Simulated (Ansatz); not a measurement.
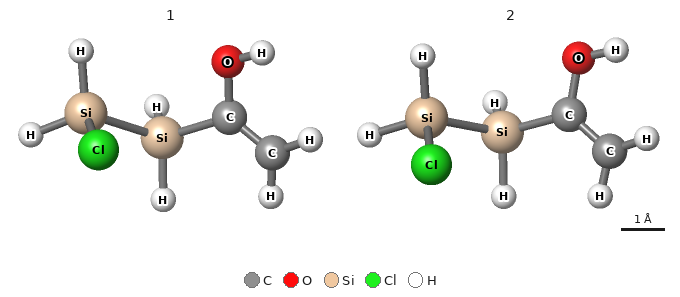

Two geometries of C$_{2}$H$_{7}$ClOSi$_{2}$, drawn at one scale. One is the start of a relaxation, the other its converged end. The picture is a ball-and-stick view, seen at a tilt.

Computed with RKS B3LYP-D4/6-31G* (Ansatz). Settings: no spin polarisation; force threshold 0.02 eV/Å; at most 50 steps.

Which geometry has the lower energy?

Structure 1 is the relaxed one. The run prepares an end point of a later path (hydrogen shift) calculation, from a guessed geometry. An H atom moves most after the best rigid fit: 0.51 Å. By element the largest moves are H 0.51 Å, O 0.42 Å, Cl 0.41 Å, C 0.18 Å, Si 0.13 Å. Among the contacts that change: H–Si 1.423 → 1.490 Å, H–Si 1.545 → 1.486 Å, C–H 1.040 → 1.090 Å, C–Si 1.843 → 1.883 Å. Bond angles that change, for instance: C–C–O 118.8° → 124.4°, Si–Si–H 106.3° → 111.2°, C–C–H 116.2° → 120.9°. After 13 accepted moves (14 points after the start) the energy has fallen by 34.8 kJ/mol. The largest force component goes from 2.7 to 0.011 eV/Å. The line search rejected the trial step at point 9 of the run.
